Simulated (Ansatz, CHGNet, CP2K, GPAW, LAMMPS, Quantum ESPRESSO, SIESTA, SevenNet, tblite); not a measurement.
## Aqueous Cs+ and SO4 2-, 1.7 mol of salt per kg of water at 360 K (106 atoms) in other programs, against a plane-wave reference

How near do other programs and methods come to a plane-wave reference for aqueous Cs+ and SO4 2-, 1.7 mol of salt per kg of water at 360 K (106 atoms)? A plane-wave run serves as the reference.

Calculated with Quantum ESPRESSO 7.5; Kohn-Sham DFT, PBE, SSSP efficiency 1.3.0 pseudopotentials, plane waves.

**1. The structure**

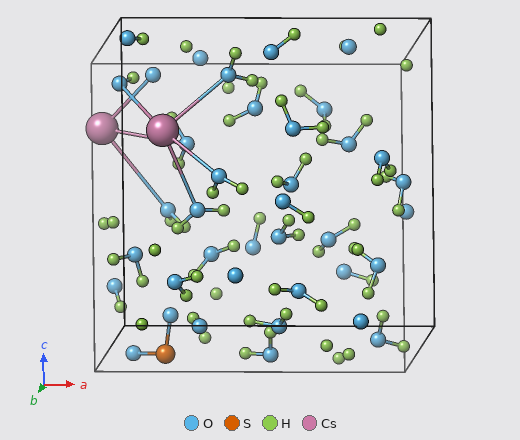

Start, viewed slightly off an axis; oxygen blue, sulfur orange, hydrogen green, caesium pink. Bonds to atoms that aren't drawn are left out. Some periodic images of atoms are drawn too.

The cell holds 106 atoms: 37 O, 1 S, 66 H and 2 Cs. Its edges and angles: a = 10.287 Å, b = 10.287 Å, c = 10.287 Å, α = 90.0°, β = 90.0°, γ = 90.0°. 33 H2O, 2 Cs+, 1 SO4 2- placed at random, at 1.46 g/cm³; overlaps pushed apart, then 10 ps at 420 K with Joung-Cheatham ions (J. Phys. Chem. B 112, 9020 (2008)); MMFF94 bonds, angles, torsions, charges and radii (Halgren, J. Comput. Chem. 17, 490 (1996)) in harmonic and 12-6 forms; SPC/E water (Berendsen, Grigera and Straatsma, J. Phys. Chem. 91, 6269 (1987)). Snapshot after 20 ps at 360 K and fixed volume.

**2. Plane-wave reference**

The input, pw.in:

```
&control
  calculation = 'scf'
  pseudo_dir = './pseudo'
  outdir = './tmp'
  disk_io = 'none'
  tprnfor = .true.
  tstress = .true.
/
&system
  ibrav = 0
  nat = 106
  ntyp = 4
  ecutwfc = 60
  ecutrho = 480
  nosym = .true.
  occupations = 'smearing'
  smearing = 'fd'
  degauss = 0.003675
/
&electrons
  conv_thr = 5.3e-07
  electron_maxstep = 100
  mixing_beta = 0.4
  mixing_mode = 'plain'
  diagonalization = 'david'
/
ATOMIC_SPECIES
O 15.999 O.upf
S 32.060 S.upf
H 1.008 H.upf
Cs 132.905 Cs.upf
CELL_PARAMETERS angstrom
10.28660 0.00000 0.00000
0.00000 10.28660 0.00000
0.00000 0.00000 10.28660
ATOMIC_POSITIONS crystal
O 0.33369 0.81119 0.99038
S 0.20575 0.76501 0.02262
O 0.11230 0.86468 0.03966
O 0.16794 0.68239 0.91656
O 0.21565 0.68485 0.13646
O 0.57116 0.29467 0.50341
H 0.61995 0.29911 0.58738
H 0.51926 0.21252 0.50040
O 0.36006 0.00977 0.16509
H 0.35073 0.93655 0.10182
H 0.39256 0.97529 0.24998
O 0.51511 0.99864 0.40443
[... 90 atom lines left out ...]
H 0.38836 0.20955 0.91682
H 0.45382 0.33650 0.84754
Cs 0.01560 0.82526 0.76294
Cs 0.15880 0.29650 0.67854
K_POINTS gamma
```

Run with:

```bash
$ OMP_NUM_THREADS=1 mpirun -np 2 pw.x -in pw.in > output.txt
```

Numbers of over 12 decimals in the logs are rounded to 6 here.

The log of the run:

```text
Program PWSCF
     gamma-point specific algorithms are used
     Parallelization info
     sticks:   dense  smooth     PW     G-vecs:    dense   smooth      PW
     Min        7213    3601    894               652251   230667   28870
     Max        7220    3608    895               652252   230668   28877
     Sum       14433    7209   1789              1304503   461335   57747
     bravais-lattice index     =            0
     lattice parameter (alat)  =      19.4389  a.u.
     unit-cell volume          =    7345.3443 (a.u.)^3
     number of atoms/cell      =          106
     number of atomic types    =            4
     number of electrons       =       312.00
     number of Kohn-Sham states=          187
     kinetic-energy cutoff     =      60.0000  Ry
[... lines left out ...]
     scf convergence threshold =      5.3E-07
[... lines left out ...]
     number of k points=     1  Fermi-Dirac smearing, width (Ry)=  0.0037
[... lines left out ...]
     total energy              =   -1768.32748845 Ry
[... lines left out ...]
     total energy              =   -1771.25204087 Ry
[... lines left out ...]
     total energy              =   -1771.21452868 Ry
[... lines left out ...]
     total energy              =   -1771.25016709 Ry
[... lines left out ...]
     total energy              =   -1771.25016971 Ry
[... lines left out ...]
   -26.2873 -22.1899 -21.6738 -21.5298 -20.7955 -20.7001 -20.5824 -20.5719
   -20.4292 -20.3673 -20.3361 -20.3278 -20.2866 -20.2430 -20.1613 -20.1293
   -20.1147 -20.0183 -19.9467 -19.8827 -19.8487 -19.7946 -19.7803 -19.7219
[...]
6.0784   6.1484   6.1565   6.2580   6.3135   6.4228   6.5707   6.6105
     6.6445   6.7183   6.8596   6.8649   6.9489   7.0702   7.1067   7.2528
     7.3610   7.3796   7.5645
     the Fermi energy is     1.5298 ev
!    total energy              =   -1771.25017009 Ry
     estimated scf accuracy    <       0.00000003 Ry
     smearing contrib. (-TS)   =      -0.00000000 Ry
     internal energy E=F+TS    =   -1771.25017009 Ry
     The total energy is F=E-TS. E is the sum of the following terms:
     one-electron contribution =   -1122.11946437 Ry
     hartree contribution      =     677.09024583 Ry
     xc contribution           =    -392.19781345 Ry
     ewald contribution        =    -582.34668805 Ry
     one-center paw contrib.   =    -351.67645005 Ry
     convergence has been achieved in  10 iterations
     Forces acting on atoms (cartesian axes, Ry/au):
     atom    1 type  1   force =     0.07139454    0.10416594   -0.01411036
     atom    2 type  2   force =     0.07849376   -0.08238949   -0.03700015
     atom    3 type  1   force =    -0.10009400    0.11468215    0.01978228
[...]
atom  105 type  4   force =    -0.04661205    0.03632957   -0.04467616
     atom  106 type  4   force =     0.00289281   -0.00697008    0.00379148
     Total force =     0.470096     Total SCF correction =     0.000387
     Computing stress (Cartesian axis) and pressure
          total   stress  (Ry/bohr**3)                   (kbar)     P=        3.10
   0.00004243  -0.00003168   0.00001420            6.24       -4.66        2.09
  -0.00003168  -0.00005419   0.00003701           -4.66       -7.97        5.44
   0.00001420   0.00003701   0.00007496            2.09        5.44       11.03
     Message from routine punch:
     Nothing written, as per user request (disk_io='none')
```

It took 2.8 min on 2 MPI ranks of Arm Neoverse V2, shared host; peak memory 2.7 GiB.

Banners, paths, timers and routine set-up lines are dropped from the logs unmarked, and long logs keep their key lines alone; longer cuts are marked.

Numbers from this run:

| Quantity | Value |
| --- | --- |
| r.m.s. force component | 0.6778 eV/Å |
| longest force | 3.947 eV/Å |
| pressure | 0.31 GPa |
| gap (highest filled to lowest empty level) | 4.14 eV |

**3. Structure statistics**

Pair distribution functions g(r), in bins of 0.2 Å:

```
r (Å)  total   H-H   H-O  H-Cs   H-S   O-O  O-Cs
 0.90   2.11  0.00  4.85  0.00  0.00  0.00  0.00
 1.10   2.94  0.00  6.75  0.00  0.00  0.00  0.00
 1.30   0.00  0.00  0.00  0.00  0.00  0.00  0.00
 1.50   0.22  0.00  0.15  0.00  0.00  0.00  0.00
 1.70   1.65  2.56  1.53  0.00  0.00  0.00  0.00
 1.90   0.35  0.32  0.53  0.00  0.00  0.00  0.00
 2.10   0.59  0.88  0.58  0.00  0.00  0.00  0.00
 2.30   0.77  1.35  0.33  0.00  1.17  0.70  0.00
 2.50   0.74  1.11  0.43  0.00  3.09  0.68  0.00
 2.70   0.89  1.04  0.49  0.87  1.80  1.83  0.82
 2.90   1.03  0.91  0.94  0.38  2.41  1.50  3.54
 3.10   1.25  1.08  1.35  0.68  1.41  1.52  1.92
 3.30   1.29  0.82  1.70  1.82  0.61  1.17  1.08
 3.50   1.23  1.12  1.41  1.83  0.53  0.93  0.96
 3.70   1.12  1.13  1.18  0.97  0.94  0.92  0.83
 3.90   1.04  1.01  1.03  1.32  0.45  1.09  1.53
 4.10   0.91  0.93  0.86  1.17  1.96  0.86  1.04
 4.30   0.91  1.07  0.81  0.73  1.43  0.95  0.00
 4.50   0.91  0.94  0.91  0.48  0.65  0.93  0.85
 4.70   1.01  0.95  0.96  1.33  2.06  1.29  1.34
 4.90   0.89  0.90  0.85  0.56  0.55  1.14  0.48
```

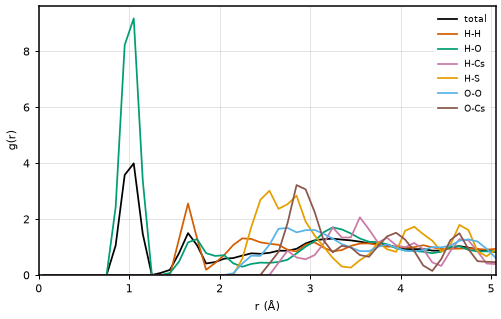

Pair distribution functions, lightly smoothed.

Bonds by pair of elements; cutoffs follow the first minimum of g(r), held within bounds set by covalent radii, and pairs that aren't listed don't count as bonded:

```
pair A-B  cutoff (Å)  bonds  mean length (Å)  spread (Å)  shortest (Å)  B about A  A about B
     H-O        1.21     66                1           0             1          1       1.78
    O-Cs        3.63     13             3.06       0.256          2.67      0.351        6.5
     O-S        1.88      4             1.43       0.009          1.42      0.108          4
```

The cutoff for O-Cs falls short of the minimum of g(r), so counts run low and odd coordinations can be artefacts.

How many atoms have how many bonded neighbours:

```
element  mean   1   2   3  4  5  8
     Cs   6.5   0   0   0  0  1  1
      H     1  66   0   0  0  0  0
      O  2.24   2  24  11  0  0  0
      S     4   0   0   0  1  0  0
```

Hydrogen bonds between water molecules (O–O under 3.5 Å, H–O···O angle under 30°):

```
hydrogen bonds to other water  molecules
                            0          1
                            1          1
                            2          7
                            3         14
                            4          7
                            5          3
```

First shells of the ions:

```
ion  count                 shell  mean number
 Cs      2  water O within 4.0 A          8.5
```

**4. The other programs**

The programs:
- CHGNet: machine-learned potential, published weights.
- CP2K 2026.2: Gaussian basis with GTH pseudopotentials and a plane-wave density; labels give functional, basis (MOLOPT sets; SR short-range, UZH the newer set with its own potentials), grid cutoff/relative cutoff and solver (OT: orbital transformation; TRS4, TC2, SIGN: linear-scaling purification with its sparsity filter), or its built-in tight binding.
- GPAW 26.7.0: PAW with atomic orbitals (LCAO), plane waves or a real-space grid of spacing h.
- Quantum ESPRESSO 7.5: plane waves; labels (QE) give functional, pseudopotential set and cutoffs of waves/density.
- SIESTA 5.4.2: numerical atomic orbitals, whose automatically made sets are far from complete, with PseudoDojo norm-conserving potentials that we converted to its format (checked against plane waves on the same files for H, C, O, Si, Ge and Ca alone); labels give functional, basis size, energy shift and mesh cutoff.
- SevenNet: machine-learned potential, published weights.
- tblite 0.8.0: extended tight binding, driven from Python.

All use the same cell and atoms; the electronic-structure runs use the same k-mesh, and an electronic temperature of 580 K (0.05 eV) where levels are smeared.

Differences are against the plane-wave reference, forces as r.m.s. over components; share is that over the reference's r.m.s. force, slope the least-squares factor from reference forces to these. Total energies of different programs have different zeros and aren't compared.

```
                                                                     run  Δ force, r.m.s. (meV/Å)  share (%)   slope  Δ pressure (GPa)  Δ gap (eV)  cores  CPU time  memory (GiB)
                                                               reference                        -          -       -                 -           -      2   5.6 min           2.7
                                                 CHGNet r2SCAN potential                      272       40.2   0.915             -2.61           -      1     4.3 s           1.8
                                                  CP2K GFN1-xTB, OT DIIS                      409       60.4   1.136             -4.75           -      1     5.4 s          0.36
                                 CP2K PBE+D3, DZVP-UZH, 600/50 Ry, OT CG                      123       18.1   0.972             0.545      0.0654      4   9.9 min           2.8
                           CP2K PBE, DZVP-UZH, 210/50 Ry, OT CG (coarse)                      156       23.0   0.966              1.51      0.0439      2   6.7 min          0.57
                                    CP2K PBE, DZVP-UZH, 600/50 Ry, OT CG                      126       18.5   0.968              1.26      0.0654      4    10 min           2.7
                      CP2K PBE, SZV-MOLOPT-SR, 600/50 Ry, OT CG (coarse)                     2228        329   0.783              12.8      -0.264      2     6 min           1.6
CP2K PBE, SZV-MOLOPT-SR, 600/50 Ry, TC2 filter 1e-04, SCF 1e-05 (coarse)                     2228        329   0.790              12.9           -      1      63 s           1.5
CP2K PBE, SZV-MOLOPT-SR, 600/50 Ry, TC2 filter 1e-06, SCF 1e-06 (coarse)                     2228        329   0.785              12.9           -      1      52 s           1.5
CP2K PBE, SZV-MOLOPT-SR, 600/50 Ry, TC2 filter 1e-07, SCF 1e-07 (coarse)                     2228        329   0.783              12.8           -      1      65 s           1.5
                                            GPAW LDA, LCAO dzp, h 0.18 Å                      570       84.0   0.650                 -      -0.318      2      86 s           1.3
                                            GPAW PBE, LCAO dzp, h 0.18 Å                      447       65.9   0.854                 -     -0.0746      2      97 s           1.3
                               GPAW PBE, LCAO sz(dzp), h 0.18 Å (coarse)                     3046        449  -0.024                 -      -0.832      1      33 s          0.86
                              GPAW PBE, LCAO szp(dzp), h 0.18 Å (coarse)                     1537        227   0.047                 -      0.0477      1      64 s           1.0
                         QE PBE+D3(BJ), sssp-1.3.0-efficiency, 60/480 Ry                     4.62      0.682   0.999            -0.717           0      2   5.7 min           2.7
                     SIESTA PBE, DZ, shift 0.01 Ry, mesh 500 Ry (coarse)                     1372        202   1.236              2.96      -0.471      2      81 s           1.1
                             SIESTA PBE, DZP, shift 0.01 Ry, mesh 500 Ry                      229       33.8   0.906            0.0261      0.0423      2   2.7 min           1.6
                     SIESTA PBE, SZ, shift 0.01 Ry, mesh 500 Ry (coarse)                     3215        474  -0.002              14.1       -1.05      1      61 s           0.7
                     SIESTA PBE, SZ, shift 0.02 Ry, mesh 500 Ry (coarse)                     3125        461   0.081              11.1       -1.20      1      54 s          0.64
                                                    SevenNet 0 potential                     86.3       12.7   0.910           -0.0726           -      1     7.6 s           1.2
                                                 SevenNet l3i5 potential                     81.9       12.1   0.916           -0.0689           -      1      11 s           2.1
                                                         tblite GFN1-xTB                      341       50.3   1.086             -4.22           -      1     3.3 s          0.16
```

Rows marked coarse were listed beforehand as settings not expected to be converged; some can still land near the reference.

Times of the machine-learned potentials are mostly Python's start and the loading of weights.

CPU time is summed over cores on a shared host, where runs went side by side, so it is rough. Symmetry, cutoffs, thresholds, outputs and thread counts weren't matched or tuned between programs; memory under MPI is the largest rank's times the ranks.

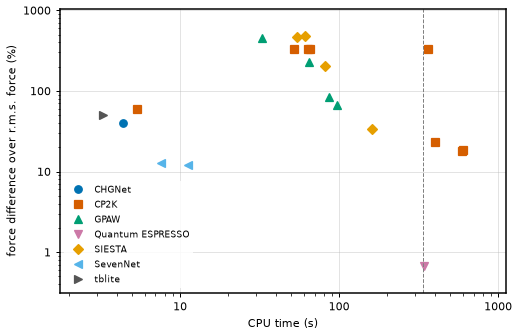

Force difference against CPU time; the dashed line marks the reference's time.

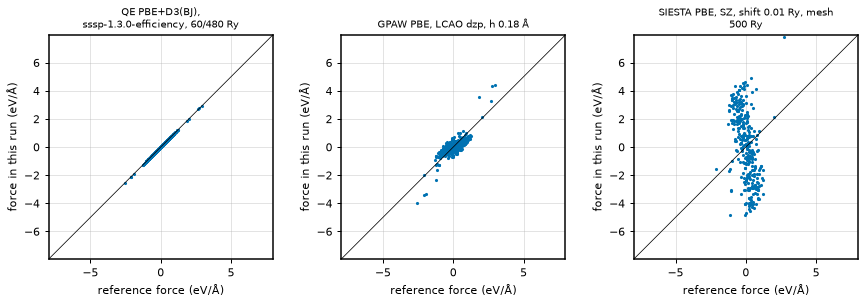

Force components against those of the reference; the line marks equality. Points beyond the frame are left out.

Left out of this page: tblite IPEA1-xTB (killed or ended with an error); QE PBE, sssp-1.3.0-efficiency, 60/30 Ry (killed or ended with an error).

Runs without a result: SIESTA PBE, SZ, shift 0.02 Ry, mesh 500 Ry, order-N, radius 4.5 Å, eta -2.13 eV (stopped at the start: stopping program Stopping Program from Node:    1); SIESTA PBE, SZ, shift 0.02 Ry, mesh 500 Ry, order-N, radius 3.5 Å, eta -2.13 eV (stopped at the start: stopping program Stopping Program from Node:    0).

Mean charges by element (e), by run and scheme:

```
                                        run     scheme      O      S      H     Cs
                     CP2K GFN1-xTB, OT DIIS   Mulliken  -0.72  +0.65  +0.36  +1.27
    CP2K PBE+D3, DZVP-UZH, 600/50 Ry, OT CG   Mulliken  -0.59  +0.52  +0.30  +0.80
       CP2K PBE, DZVP-UZH, 600/50 Ry, OT CG   Mulliken  -0.59  +0.52  +0.30  +0.80
SIESTA PBE, DZP, shift 0.01 Ry, mesh 500 Ry  Hirshfeld  -0.19  +0.47  +0.09  +0.39
                            tblite GFN1-xTB   Mulliken  -0.69  +0.67  +0.36  +0.69
```

Within one program, basis, potentials and functional, energies share a zero. Each run against its twin at the usual cutoff or grid and solver:

```
                                                            run                             twin  Δ energy (meV/atom)  Δ force, r.m.s. (meV/Å)         CPU time over the twin's
                           CP2K PBE, DZVP-UZH, 210/50 Ry, OT CG       DZVP-UZH, 600/50 Ry, OT CG                -7.91                     95.0  0.67 (this twin ran on 4 cores)
CP2K PBE, SZV-MOLOPT-SR, 600/50 Ry, TC2 filter 1e-04, SCF 1e-05  SZV-MOLOPT-SR, 600/50 Ry, OT CG              -0.0832                     7.98  0.17 (this twin ran on 2 cores)
CP2K PBE, SZV-MOLOPT-SR, 600/50 Ry, TC2 filter 1e-06, SCF 1e-06  SZV-MOLOPT-SR, 600/50 Ry, OT CG               0.0124                     3.16  0.14 (this twin ran on 2 cores)
CP2K PBE, SZV-MOLOPT-SR, 600/50 Ry, TC2 filter 1e-07, SCF 1e-07  SZV-MOLOPT-SR, 600/50 Ry, OT CG              -0.0048                    0.715  0.18 (this twin ran on 2 cores)
```

**5. Results**

```
reference r.m.s. force component                       : 0.678 eV/Å
nearest in forces                                      : QE PBE+D3(BJ), sssp-1.3.0-efficiency, 60/480 Ry, 0.68 %
farthest in forces                                     : SIESTA PBE, SZ, shift 0.01 Ry, mesh 500 Ry (coarse), 474 %
cheapest electronic-structure run beside the reference : tblite GFN1-xTB, 3.3 s of CPU time
```

In words: The PBE runs in local orbitals, coarse settings apart, differ by 19 % (CP2K PBE, DZVP-UZH, 600/50 Ry, OT CG) to 66 % (GPAW PBE, LCAO dzp, h 0.18 Å); basis, grid and potentials can all enter. Tight binding differs by 50 % (tblite GFN1-xTB) to 60 % (CP2K GFN1-xTB, OT DIIS); it is another model, with fitted parameters of its own, and the xTB methods hold dispersion. Machine-learned potentials differ by 12 % (SevenNet l3i5 potential) to 40 % (CHGNet r2SCAN potential); they were trained on other programs' data, some at another functional. In the reference's own program, potentials and cutoffs, a change of model alone moves forces by 0.68 % (QE PBE+D3(BJ), sssp-1.3.0-efficiency, 60/480 Ry). Other rows with another functional or a dispersion term differ by 18 % (CP2K PBE+D3, DZVP-UZH, 600/50 Ry, OT CG) to 84 % (GPAW LDA, LCAO dzp, h 0.18 Å), which mixes the change of model with differences of basis and potentials. Runs with settings chosen to be coarse differ by 23 % (CP2K PBE, DZVP-UZH, 210/50 Ry, OT CG) to 474 % (SIESTA PBE, SZ, shift 0.01 Ry, mesh 500 Ry), their programs' other errors included. Of the electronic-structure runs that take under half the reference's CPU time, SIESTA PBE, DZP, shift 0.01 Ry, mesh 500 Ry comes nearest, at 34 % in 2.7 min against 5.6 min. In GPAW PBE, LCAO dzp, h 0.18 Å the difference has nearly one length on every H (0.64 eV/Å) and points along its bond, outwards: this method prefers longer bonds, and stiff bonds to hydrogen turn a small shift into a large force. At the same functional, gaps differ from the reference's 4.14 eV by between -1.20 and +0.07 eV. In pressure, SIESTA PBE, SZ, shift 0.01 Ry, mesh 500 Ry misses by +14.1 GPa, at the same functional. Charges hang on model, scheme and program or settings: among these rows the mean for Cs runs from +0.39 to +1.27 e. With TC2, tightening the sparsity filter from 1e-04 to 1e-07, and the SCF threshold with it, takes the force difference from the cubic solver from 8.0 to 0.71 meV/Å, and the CPU time from 0.17 to 0.18 times the cubic solver's. In the reference: filled and empty levels are parted by 4.14 eV (on the run's k-points); a semilocal functional tends to put such gaps too low. In a disordered cell it changes from sample to sample and from frame to frame. In the reference: for some of the pairs, g(r) has its first main peak near 1.6 Å (H-H), 1.0 Å (H-O), 2.5 Å (H-S) and 2.9 Å (O-Cs). Periodic xTB results under one method name differ between programs and library versions. With short bonds to hydrogen, sets of potentials differ among themselves by several per cent in forces even at converged cutoffs, so the reference isn't exact here either. The reference's pressure holds the uncorrected Pulay stress of its 60 Ry basis, so small pressure differences, and their order, may be the reference's own error. Machine-learned potentials mimic data converged in k, so the reference's own k-point error enters their differences. The network of contacts between molecules at the start is that of the classical potential that made the cell, and needn't be the one that DFT or experiment would give. The concentration wasn't checked against solubility and may exceed it. The reference's PBE has no dispersion term, which matters for the binding between molecules or layers. The density was typed from a rule of thumb and may lie off the real one at this temperature. The electronic-structure runs sample only Γ, in a cell whose shortest periodic width is 10 Å. Spin–orbit coupling is left out, which matters for the levels of the heavy elements.

[Also dropped from logs without a mark: logging warnings of Python, and SIESTA's first energy breakdown and zero terms.]

[Logs are printed without paths, hosts, clocks, repeated set-up lines and the standing remarks that a program may print on its own settings, such as how far it seeks lower states.]

[Hosts, paths, dates, database ids (printed as entryN), source tags and the programs' standing remarks are cut or masked in the printed files.]

[The MMFF94 radii named for the starting cell were scaled by 0.96; in molecules described by MMFF94, hydrogen bound to N, O or S took a small fixed 12-6 site in their place.]
